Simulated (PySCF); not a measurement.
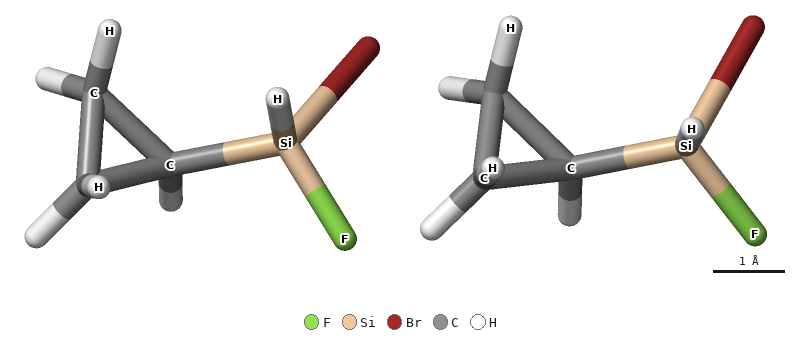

Two geometries of C₃H₆BrFSi, drawn at one scale. One is the start of a relaxation, the other its converged end. The picture is a stick view, seen at a tilt.

Computed with PBE0-D3(BJ)/def2-SVP geometry optimisation, gas phase in PySCF. 

Q: Which of the two is the end point?

A: The left one is the relaxed one. The start comes from GFN2-xTB. Its atoms were then displaced at random by about 0.01 Å. The Br atom moves most after the best rigid fit: 0.50 Å. Largest moves by element: Br 0.50 Å, H 0.50 Å, F 0.44 Å, C 0.15 Å, Si 0.07 Å. Some distances before and after: H–Si 1.444 → 1.485 Å, C–H 1.059 → 1.093 Å, C–C 1.536 → 1.512 Å, Br–Si 2.195 → 2.216 Å. Bond angles that change, for instance: C–Si–H 119.0° → 111.8°, C–C–H 113.5° → 116.5°, Si–C–C 121.1° → 118.2°. Groups turn about C–Si by about 25°. The energy falls by 13.3 kJ/mol in 12 geometry steps. The run took 2.1 min on 1 thread of Arm Neoverse V1, on a shared host.
